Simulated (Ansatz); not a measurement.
# AlBrH$_{2}$O$_{2}$···H$_{2}$: what the fields show

Input file:

```
crystal:
  periodic: [false, false, false]
  atoms:
    - {symbol: Al, position_ang: [0.379783, 0.496527, 0.128961]}
    - {symbol: H, position_ang: [0.249299, -1.767192, -0.562046]}
    - {symbol: O, position_ang: [-0.113850, 0.791594, -1.457834]}
    - {symbol: O, position_ang: [-0.630998, 0.430340, 1.478904]}
    - {symbol: H, position_ang: [0.130801, -1.861734, 0.175983]}
    - {symbol: Br, position_ang: [2.584642, 0.468869, 0.514374]}
    - {symbol: H, position_ang: [-1.018633, 0.918974, -1.734894]}
    - {symbol: H, position_ang: [-1.581045, 0.522621, 1.456550]}
basis:
  gaussian: {orbitals: def2-TZVPP}
hamiltonian: {xc: pbe0, dispersion: d4}
output: {orbitals: {seedname: orbitals}}
```

Run with:

```sh
ansatz run in.yaml --threads 4 --pin off --events-out ev --progress --plain --max-ram 9574MiB
```

The product side of a reaction path; geometry: PBE0-D4/def2-TZVP.

These are results of RKS PBE0-D4/def2-TZVPP in Ansatz 0.2.0, not measurements.

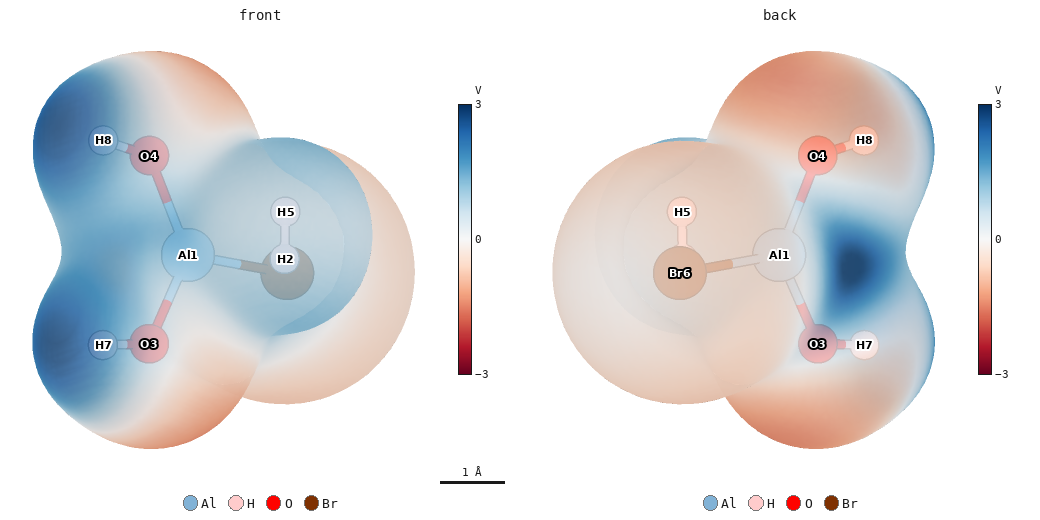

Figure 1. The molecular electrostatic potential painted on the density surface at 0.002 e/bohr³, seen from the front and from behind; red is negative and blue positive.

Q: Describe the electrostatic potential map.

A: The most negative region (about −1.4 V) lies over O3 and O4, the most positive (about +2.8 V) over Al1 and H7.

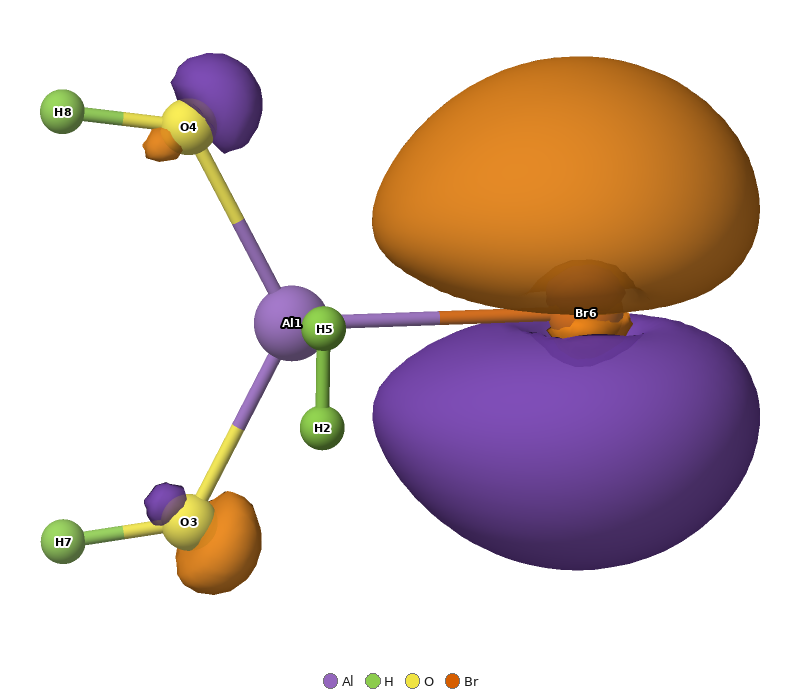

Figure 2. One frontier orbital at ±0.1 Å⁻³ᐟ² (orange and purple are the two phases), seen at a tilt.

Q: Which orbital is it: HOMO or LUMO?

A: The HOMO, at −8.39 eV. Its weight (Hirshfeld) is mainly on Br6 (about 90 %); largely a lone pair of Br6.

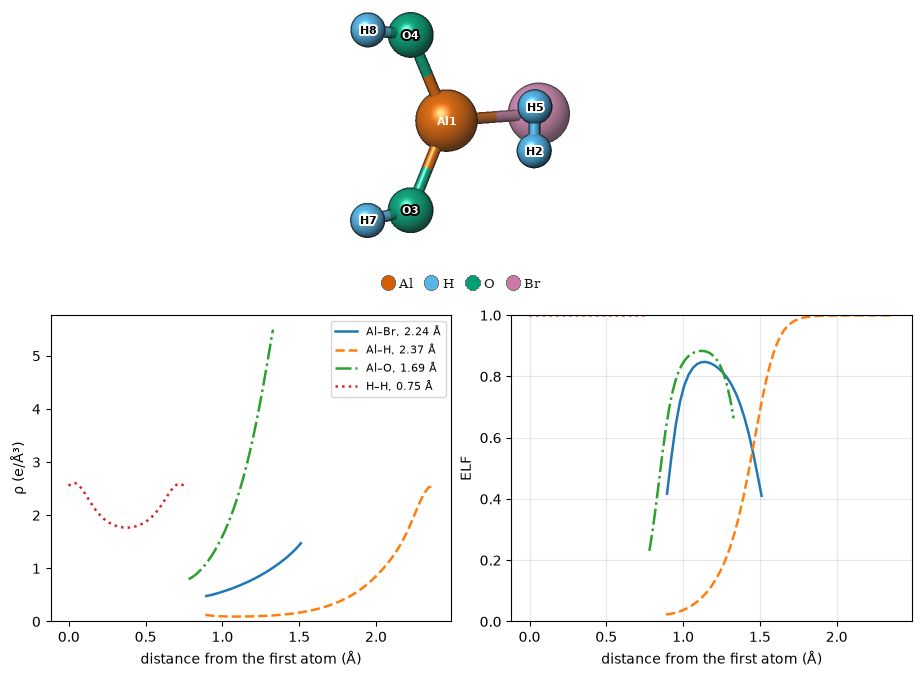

Figure 3. Total electron density and ELF along straight lines between neighbouring atoms. The curves leave out the atomic cores. The structure is drawn too.

Q: Compare the contacts.

A: Al–Br (2.24 Å): the density is about 0.69 e/Å³ at the midpoint; the ELF peaks at about 0.85 in the valence shell of Br, 1.1 Å from its nucleus, and is about 0.85 at the midpoint.
Al1···H2 (2.37 Å): the density falls to about 0.09 e/Å³ on the way; the ELF climbs to about 1 towards the hydrogen.
Al–O (1.69 Å): ρ at the midpoint is about 0.93 e/Å³; the ELF peaks at about 0.90 in the valence shell of O, 0.6 Å from its nucleus, and is about 0.45 at the midpoint.
H–H (0.75 Å): ρ at the midpoint is about 1.8 e/Å³; the ELF peaks at about 1 between the atoms.
